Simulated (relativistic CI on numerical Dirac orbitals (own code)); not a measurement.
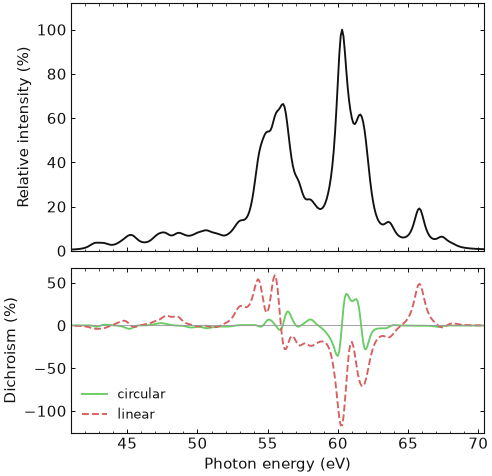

M₂,₃ X-ray absorption of Cr⁴⁺ (chromium, Z = 24), [Ar] 3d², in a field of D4h symmetry with 10Dq = 29,900, Ds = 2,050, Dt = −460 cm⁻¹. Multiplet model: relativistic Dirac–Coulomb–Breit theory, one configuration a step, Slater integrals scaled by 0.8, 80 K, Voigt broadening (Lorentzian 0.8 eV, Gaussian 0.3 eV full widths), computed with a radial Dirac CI code. Dichroism is for the ground state at zero temperature, magnetised by an exchange field of 10 meV on Sz (linear: z less the mean of x and y).

Describe the spectrum.

Answer. The main maxima lie at 45.2 eV (7), 47.6 eV (8), 48.7 eV (8), 50.6 eV (9), 56.1 eV (66), 60.3 eV (100), 61.6 eV (62), 63.6 eV (13) and 65.8 eV (19), heights in % of the largest; the centroid is at 57.7 eV. The ground state has S = 1.00. The circular dichroism (Δm = −1 less Δm = +1) is largest at 60.6 eV, 37 % of the isotropic maximum. The magnetised ground state has ⟨Lz⟩ = 0.00 and ⟨Sz⟩ = −1.00.

Note: free-ion energies, so absolute edge positions are off by a few eV from solids; core and valence shell share one n, so the strongest features autoionise and are far broader and can lie several eV off in experiment.
